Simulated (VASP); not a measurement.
# Ta2CoO6: structure and properties in VASP, part 5 of 8

What structure and properties does LDA + U give Ta2CoO6, and how near are they to the measured ones? The start is a cell from a database of measured crystal structures.

VASP 6.6.1; LDA, DFT+U (Co d 4 eV), spin-polarised from a ferromagnetic start; plane waves and PAW (Ta_pv, Co, O).

Still holding for the runs below: The magnetic state follows from one typed start and may not be the lowest.

So far, gap on the k-mesh (eV): step 2 (relaxing cell and atoms (LDA + U)) 2.56. The relaxed cell has a = 4.701, c = 9.013 Å (conventional setting).

### 5. Band structure (LDA + U)

Levels along the symmetry lines show where the bands peak and cross; KPOINTS_OPT computes them in the converged potential.

INCAR

```
SYSTEM = Ta2CoO6
PREC = Accurate
ENCUT = 520
EDIFF = 1E-06
NELM = 100
ISMEAR = 0
SIGMA = 0.05
LREAL = .FALSE.
ALGO = Normal
GGA = CA
NBANDS = 120
ISPIN = 2
MAGMOM = 0.026 0.026 0.026 0.026 2.689 2.689 0.029 0.029 0.029 0.029 0.035 0.035 0.035 0.035 0.035 0.035 0.035 0.035
LDAU = .TRUE.
LDAUTYPE = 2
LDAUL = -1 2 -1
LDAUU = 0 4 0
LDAUJ = 0 0 0
LDAUPRINT = 1
LASPH = .TRUE.
LMAXMIX = 4
LORBIT = 11
LWAVE = .FALSE.
LCHARG = .FALSE.
KPAR = 8
```

POSCAR

```
Ta2CoO6
1.0
    4.7009886135      0.0000000000      0.0000000000
    0.0000000000      4.7009886135      0.0000000000
    0.0000000000      0.0000000000      9.0130363891
Ta Co O
4 2 12
Direct
    0.0000000000      0.0000000000      0.3307636341
    0.5000000000      0.5000000000      0.8307636341
    0.5000000000      0.5000000000      0.1692363659
    0.0000000000      0.0000000000      0.6692363659
    0.0000000000      0.0000000000      0.0000000000
    0.5000000000      0.5000000000      0.5000000000
    0.3074331901      0.3074331901      0.0000000000
    0.1925668099      0.8074331901      0.5000000000
    0.6925668099      0.6925668099      0.0000000000
    0.8074331901      0.1925668099      0.5000000000
    0.2966403633      0.2966403633      0.3267850621
    0.2033596367      0.7966403633      0.8267850621
    0.7033596367      0.7033596367      0.3267850621
    0.7966403633      0.2033596367      0.8267850621
    0.7966403633      0.2033596367      0.1732149379
    0.7033596367      0.7033596367      0.6732149379
    0.2033596367      0.7966403633      0.1732149379
    0.2966403633      0.2966403633      0.6732149379
```

KPOINTS

```
Automatic mesh
0
Gamma
5 5 3
0 0 0
```

KPOINTS_OPT

```
Line mode
12
Line-mode
Reciprocal
  0.00000000   0.00000000   0.00000000 GAMMA
  0.00000000   0.50000000   0.00000000 X

  0.00000000   0.50000000   0.00000000 X
  0.50000000   0.50000000   0.00000000 M

  0.50000000   0.50000000   0.00000000 M
  0.00000000   0.00000000   0.00000000 GAMMA

  0.00000000   0.00000000   0.00000000 GAMMA
  0.00000000   0.00000000   0.50000000 Z

  0.00000000   0.00000000   0.50000000 Z
  0.00000000   0.50000000   0.50000000 R

  0.00000000   0.50000000   0.50000000 R
  0.50000000   0.50000000   0.50000000 A

  0.50000000   0.50000000   0.50000000 A
  0.00000000   0.00000000   0.50000000 Z

  0.00000000   0.50000000   0.00000000 X
  0.00000000   0.50000000   0.50000000 R

  0.50000000   0.50000000   0.00000000 M
  0.50000000   0.50000000   0.50000000 A
```

Potentials, in the order of the species: Ta_pv, Co and O (LDA family, release 64).

Launch:

```sh
$ mpirun -np 8 vasp_std
```

The log of the run:

```text
[... set-up lines as in an earlier step ...]
 entering main loop
       N       E                     dE             d eps       ncg     rms          rms(c)
DAV:   1     0.147227389160E+04    0.14723E+04   -0.60912E+04  5768   0.120E+03
DAV:   2    -0.199915250443E+02   -0.14923E+04   -0.13526E+04  6048   0.374E+02
DAV:   3    -0.199859311512E+03   -0.17987E+03   -0.16923E+03  6352   0.136E+02
DAV:   4    -0.206069479912E+03   -0.62102E+01   -0.61353E+01  6672   0.273E+01
DAV:   5    -0.206182620243E+03   -0.11314E+00   -0.11295E+00  8296   0.361E+00    0.785E+01
DAV:   6    -0.177420062513E+03    0.28763E+02   -0.78274E+01  8304   0.556E+01    0.445E+01
DAV:   7    -0.175917731133E+03    0.15023E+01   -0.21095E+01  7800   0.525E+01    0.309E+01
DAV:   8    -0.176336106787E+03   -0.41838E+00   -0.40282E+00  7688   0.891E+00    0.131E+01
DAV:   9    -0.176211002808E+03    0.12510E+00   -0.54822E-01  8200   0.871E+00    0.303E+00
DAV:  10    -0.176265310468E+03   -0.54308E-01   -0.29101E-01  7720   0.181E+00    0.789E-01
DAV:  11    -0.176271653846E+03   -0.63434E-02   -0.16574E-02  7336   0.888E-01    0.496E-01
DAV:  12    -0.176276190020E+03   -0.45362E-02   -0.32287E-03  7608   0.375E-01    0.230E-01
DAV:  13    -0.176277106627E+03   -0.91661E-03   -0.16494E-03  7520   0.273E-01    0.998E-02
DAV:  14    -0.176277321924E+03   -0.21530E-03   -0.39668E-04  7456   0.993E-02    0.538E-02
DAV:  15    -0.176277383288E+03   -0.61364E-04   -0.10193E-04  7232   0.504E-02    0.306E-02
DAV:  16    -0.176277391128E+03   -0.78399E-05   -0.16200E-05  7576   0.309E-02    0.140E-02
DAV:  17    -0.176277392434E+03   -0.13061E-05   -0.33479E-06  5968   0.846E-03    0.673E-03
DAV:  18    -0.176277392544E+03   -0.11038E-06   -0.67369E-07  3920   0.452E-03
   1 F= -.17627739E+03 E0= -.17627739E+03  d E =-.596547E-16  mag=     6.0000
 Start KPOINTS_OPT (optional k-point list driver)
k-point batch [1-12\108]
       N       E                     dE             ncg
DAV:   1     0.610848609514E+04   -0.10844E+05     5760
DAV:   2    -0.107465269724E+05   -0.16855E+05     6008
DAV:   3    -0.127259932390E+05   -0.19795E+04     6424
DAV:   4    -0.128004759046E+05   -0.74483E+02     6912
DAV:   5    -0.128017181205E+05   -0.12422E+01     8232
DAV:   6    -0.128017450811E+05   -0.26961E-01     6936
DAV:   7    -0.128017465535E+05   -0.14723E-02     8584
DAV:   8    -0.128017465652E+05   -0.11771E-04     6328
DAV:   9    -0.128017465654E+05   -0.15044E-06     5064
[...]
k-point batch [97-108\108]
       N       E                     dE             ncg
DAV:   1     0.621938673858E+04   -0.41902E+05     5760
DAV:   2    -0.107126263839E+05   -0.16932E+05     6032
DAV:   3    -0.127003506307E+05   -0.19877E+04     6384
DAV:   4    -0.127753823912E+05   -0.75032E+02     6720
DAV:   5    -0.127766248447E+05   -0.12425E+01     8200
DAV:   6    -0.127766487058E+05   -0.23861E-01     6784
DAV:   7    -0.127766498805E+05   -0.11747E-02     8392
DAV:   8    -0.127766498900E+05   -0.94697E-05     6312
DAV:   9    -0.127766498901E+05   -0.12379E-06     4872
```

The job ended after 11 min (8 MPI ranks of Intel Xeon Platinum 8259CL at 2.50GHz (Skylake/Cascade Lake), shared host; peak memory 7 GiB; 82 min of CPU time).

From OUTCAR (step 5):

```text
   k-points           NKPTS =     12   k-points in BZ     NKDIM =     12   number of bands    NBANDS=    120

   NELECT =     134.0000    total number of electrons

atom =   5  type =  2  l = 2

 onsite density matrix

spin component  1

spin component  2

  0.5934  0.0000  0.3935  0.0000  0.0000
  0.0000  0.5597  0.0000  0.3985  0.0000
  0.3935  0.0000  0.5031  0.0000  0.0000
  0.0000  0.3985  0.0000  0.5597  0.0000
  0.0000  0.0000  0.0000  0.0000  0.0438

 occupancies and eigenvectors

  o =  0.0438  v =  0.0000  0.0000  0.0000  0.0000  0.0000  0.0000  0.0000 -0.0000 -0.0000  1.0000      0.0000  0.0000  0.0000  0.0000  0.0000  0.0000  0.0000  0.0000  0.0000  0.0000
  o =  0.1522  v =  0.0000  0.0000  0.0000  0.0000  0.0000 -0.6656  0.0000  0.7463 -0.0000  0.0000      0.0000  0.0000  0.0000  0.0000  0.0000  0.0000  0.0000  0.0000  0.0000  0.0000
  o =  0.1613  v =  0.0000  0.0000  0.0000  0.0000  0.0000  0.0000  0.7071 -0.0000 -0.7071 -0.0000      0.0000  0.0000  0.0000  0.0000  0.0000  0.0000  0.0000  0.0000  0.0000  0.0000
  o =  0.9444  v =  0.0000  0.0000  0.0000  0.0000  0.0000 -0.7463 -0.0000 -0.6656 -0.0000 -0.0000      0.0000  0.0000  0.0000  0.0000  0.0000  0.0000  0.0000  0.0000  0.0000  0.0000
  o =  0.9582  v =  0.0000  0.0000  0.0000  0.0000  0.0000 -0.0000  0.7071 -0.0000  0.7071 -0.0000      0.0000  0.0000  0.0000  0.0000  0.0000  0.0000  0.0000  0.0000  0.0000  0.0000
  o =  0.9615  v = -0.6444 -0.0000 -0.7647  0.0000 -0.0000  0.0000  0.0000  0.0000  0.0000  0.0000      0.0000  0.0000  0.0000  0.0000  0.0000  0.0000  0.0000  0.0000  0.0000  0.0000
  o =  0.9680  v =  0.0000 -0.7071  0.0000 -0.7071  0.0000  0.0000  0.0000  0.0000  0.0000  0.0000      0.0000  0.0000  0.0000  0.0000  0.0000  0.0000  0.0000  0.0000  0.0000  0.0000
  o =  0.9697  v = -0.0000  0.0000 -0.0000  0.0000  1.0000  0.0000  0.0000  0.0000  0.0000  0.0000      0.0000  0.0000  0.0000  0.0000  0.0000  0.0000  0.0000  0.0000  0.0000  0.0000
  o =  1.0155  v = -0.7647 -0.0000  0.6444  0.0000 -0.0000  0.0000  0.0000  0.0000  0.0000  0.0000      0.0000  0.0000  0.0000  0.0000  0.0000  0.0000  0.0000  0.0000  0.0000  0.0000
  o =  1.0168  v =  0.0000 -0.7071  0.0000  0.7071  0.0000  0.0000  0.0000  0.0000  0.0000  0.0000      0.0000  0.0000  0.0000  0.0000  0.0000  0.0000  0.0000  0.0000  0.0000  0.0000

atom =   6  type =  2  l = 2

 onsite density matrix

spin component  1

  0.9931  0.0000  0.0266  0.0000  0.0000
  0.0000  0.9924  0.0000  0.0244  0.0000
  0.0266  0.0000  0.9839  0.0000  0.0000
  0.0000  0.0244  0.0000  0.9924  0.0000
  0.0000  0.0000  0.0000  0.0000  0.9697

spin component  2

 occupancies and eigenvectors

  o =  0.0438  v =  0.0000  0.0000  0.0000  0.0000  0.0000 -0.0000  0.0000 -0.0000  0.0000 -1.0000      0.0000  0.0000  0.0000  0.0000  0.0000  0.0000  0.0000  0.0000  0.0000  0.0000
  o =  0.1522  v =  0.0000  0.0000  0.0000  0.0000  0.0000 -0.6656  0.0000 -0.7463  0.0000  0.0000      0.0000  0.0000  0.0000  0.0000  0.0000  0.0000  0.0000  0.0000  0.0000  0.0000
  o =  0.1613  v =  0.0000  0.0000  0.0000  0.0000  0.0000  0.0000  0.7071  0.0000  0.7071  0.0000      0.0000  0.0000  0.0000  0.0000  0.0000  0.0000  0.0000  0.0000  0.0000  0.0000
  o =  0.9444  v =  0.0000  0.0000  0.0000  0.0000  0.0000 -0.7463 -0.0000  0.6656  0.0000 -0.0000      0.0000  0.0000  0.0000  0.0000  0.0000  0.0000  0.0000  0.0000  0.0000  0.0000
  o =  0.9582  v =  0.0000  0.0000  0.0000  0.0000  0.0000 -0.0000  0.7071  0.0000 -0.7071 -0.0000      0.0000  0.0000  0.0000  0.0000  0.0000  0.0000  0.0000  0.0000  0.0000  0.0000
  o =  0.9615  v = -0.6444  0.0000  0.7647 -0.0000 -0.0000  0.0000  0.0000  0.0000  0.0000  0.0000      0.0000  0.0000  0.0000  0.0000  0.0000  0.0000  0.0000  0.0000  0.0000  0.0000
  o =  0.9680  v =  0.0000  0.7071 -0.0000 -0.7071  0.0000  0.0000  0.0000  0.0000  0.0000  0.0000      0.0000  0.0000  0.0000  0.0000  0.0000  0.0000  0.0000  0.0000  0.0000  0.0000
  o =  0.9697  v = -0.0000 -0.0000  0.0000  0.0000  1.0000  0.0000  0.0000  0.0000  0.0000  0.0000      0.0000  0.0000  0.0000  0.0000  0.0000  0.0000  0.0000  0.0000  0.0000  0.0000
  o =  1.0155  v = -0.7647 -0.0000 -0.6444 -0.0000 -0.0000  0.0000  0.0000  0.0000  0.0000  0.0000      0.0000  0.0000  0.0000  0.0000  0.0000  0.0000  0.0000  0.0000  0.0000  0.0000
  o =  1.0168  v =  0.0000 -0.7071  0.0000 -0.7071  0.0000  0.0000  0.0000  0.0000  0.0000  0.0000      0.0000  0.0000  0.0000  0.0000  0.0000  0.0000  0.0000  0.0000  0.0000  0.0000

 E-fermi :   3.4786

 spin component 1
 k-point     1 :       0.0000    0.0000    0.0000
  band No.  band energies     occupation
    ...
     66       2.1999      1.00000
     67       2.1999      1.00000
     68       2.8802      1.00000
     69       3.1876      1.00000
     70       3.1876      1.00000
     71       5.9187      0.00000
     72       6.1210      0.00000
     73       6.8013      0.00000
     74       6.8832      0.00000
     75       7.0406      0.00000
    ...

 k-point     2 :       0.2000    0.0000    0.0000
  band No.  band energies     occupation
    ...
     66       2.1896      1.00000
     67       2.7163      1.00000
     68       2.8509      1.00000
     69       2.8968      1.00000
     70       3.0463      1.00000
     71       5.9140      0.00000
     72       6.2454      0.00000
     73       6.7007      0.00000
     74       6.9356      0.00000
     75       7.0646      0.00000
    ...

  Total       -0.0074559     -0.0074559     -0.0546577      0.0000000      0.0000000      0.0000000
  in kB       -0.0599740     -0.0599740     -0.4396557      0.0000000      0.0000000      0.0000000
  external PRESSURE =      -0.1865346 kB  Pullay stress =       0.0000000 kB

 POSITION                                       TOTAL-FORCE (eV/Angst)
 -----------------------------------------------------------------------------------
      0.00000      0.00000      2.98118         0.000000     -0.000000     -0.001832
      2.35049      2.35049      7.48770         0.000000     -0.000000     -0.001832
      2.35049      2.35049      1.52533         0.000000     -0.000000      0.001832
      0.00000      0.00000      6.03185         0.000000     -0.000000      0.001832
      0.00000      0.00000      0.00000         0.000000     -0.000000      0.000000
      2.35049      2.35049      4.50652         0.000000     -0.000000      0.000000
      1.44524      1.44524      0.00000         0.002625      0.002625      0.000000
      0.90525      3.79573      4.50652        -0.002625      0.002625      0.000000
      3.25575      3.25575      0.00000        -0.002625     -0.002625      0.000000
      3.79573      0.90525      4.50652         0.002625     -0.002625      0.000000
      1.39450      1.39450      2.94533        -0.001665     -0.001665     -0.003080
      0.95599      3.74500      7.45184         0.001665     -0.001665     -0.003080
      3.30649      3.30649      2.94533         0.001665      0.001665     -0.003080
      3.74500      0.95599      7.45184        -0.001665      0.001665     -0.003080
      3.74500      0.95599      1.56119        -0.001665      0.001665      0.003080
      3.30649      3.30649      6.06771         0.001665      0.001665      0.003080
      0.95599      3.74500      1.56119         0.001665     -0.001665      0.003080
      1.39450      1.39450      6.06771        -0.001665     -0.001665      0.003080
 -----------------------------------------------------------------------------------
    total drift:                               -0.000000      0.000000     -0.000000

  FREE ENERGIE OF THE ION-ELECTRON SYSTEM (eV)
  ---------------------------------------------------
  free  energy   TOTEN  =      -176.2773925441 eV

  energy  without entropy=     -176.2773925441  energy(sigma->0) =     -176.27739254

[... 12 parts as in an earlier step ...]

[... 12 further parts left out ...]
```

Spin-orbit coupling is off here; with elements this heavy it splits and shifts levels by tenths of an eV or more. Direct gaps are counted within one spin.

Numbers from this step:

* bands: 120
* Fermi energy: 3.479 eV
* pressure: -0.01865 GPa
* least gap on mesh and path: 2.489 eV
* least direct gap on mesh and path: 2.506 eV
* valence top at k: 0.2273, 0.2273, 0.5
* conduction bottom at k: 0, 0.5, 0.5

Spin up. The electronic bands at the labelled points (eV, zero at the valence-band top; v1 is the highest filled band, c1 the lowest empty one):

```csv
point,v4,v3,v2,v1,c1,c2,c3,c4
Γ,-1.03,-0.35,-0.04,-0.04,2.69,2.89,3.57,3.65
X,-0.44,-0.44,-0.22,-0.22,3.12,3.12,3.24,3.24
M,-0.96,-0.96,-0.11,-0.11,3.66,3.66,3.88,3.88
Γ,-1.03,-0.35,-0.04,-0.04,2.69,2.89,3.57,3.65
Z,-0.57,-0.57,-0.15,-0.15,3.14,3.14,3.30,3.30
R,-0.59,-0.59,0.00,0.00,3.11,3.11,3.14,3.14
A,-0.97,-0.97,-0.17,-0.17,3.53,3.53,3.87,3.87
Z,-0.57,-0.57,-0.15,-0.15,3.14,3.14,3.30,3.30
jump to X,-0.44,-0.44,-0.22,-0.22,3.12,3.12,3.24,3.24
R,-0.59,-0.59,0.00,0.00,3.11,3.11,3.14,3.14
jump to M,-0.96,-0.96,-0.11,-0.11,3.66,3.66,3.88,3.88
A,-0.97,-0.97,-0.17,-0.17,3.53,3.53,3.87,3.87
```

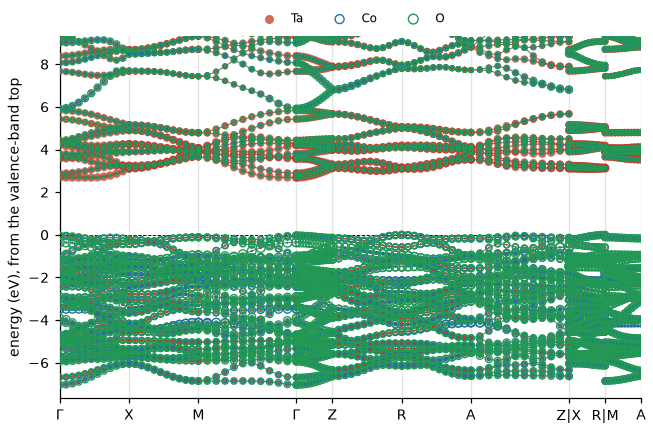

Electronic bands along the path; dots are coloured as in the legend, and their area grows with the weight.

Spin down. Electronic bands along the path, in eV, zero at the valence-band top; v1 is the highest filled band, c1 the lowest empty one:

```
    point     v4     v3     v2     v1    c1    c2    c3    c4
        Γ  -0.46  -0.31  -0.11  -0.11  2.56  2.71  2.82  2.83
        X  -0.26  -0.26  -0.17  -0.17  2.62  2.62  3.16  3.16
        M  -0.59  -0.59  -0.34  -0.34  2.75  2.75  3.04  3.04
        Γ  -0.46  -0.31  -0.11  -0.11  2.56  2.71  2.82  2.83
        Z  -0.39  -0.39  -0.01  -0.01  2.72  2.72  2.76  2.76
        R  -0.33  -0.33  -0.02  -0.02  2.49  2.49  3.18  3.18
        A  -0.44  -0.44  -0.32  -0.32  2.80  2.80  2.95  2.95
        Z  -0.39  -0.39  -0.01  -0.01  2.72  2.72  2.76  2.76
jump to X  -0.26  -0.26  -0.17  -0.17  2.62  2.62  3.16  3.16
        R  -0.33  -0.33  -0.02  -0.02  2.49  2.49  3.18  3.18
jump to M  -0.59  -0.59  -0.34  -0.34  2.75  2.75  3.04  3.04
        A  -0.44  -0.44  -0.32  -0.32  2.80  2.80  2.95  2.95
```

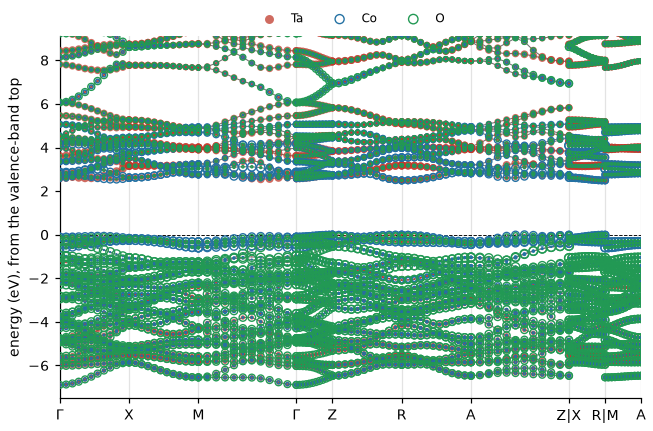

Electronic bands along the path; dots are coloured as in the legend, and their area grows with the weight.

The path lowers the gap by 0.07 eV against the mesh alone, so a band edge lies off the mesh.

[end of part 5 of 8]

[Lines on the potential files, build, host, timing and source positions are cut from VASP's logs without a mark.]

[Logs are printed without paths, hosts, clocks, repeated set-up lines and the standing remarks that a program may print on its own settings, such as how far it seeks lower states.]

[Hosts, paths, dates, database ids (printed as entryN), source tags and the programs' standing remarks are cut or masked in the printed files.]

[A measured line is paired with the nearest computed mode of its activity, which favours agreement.]
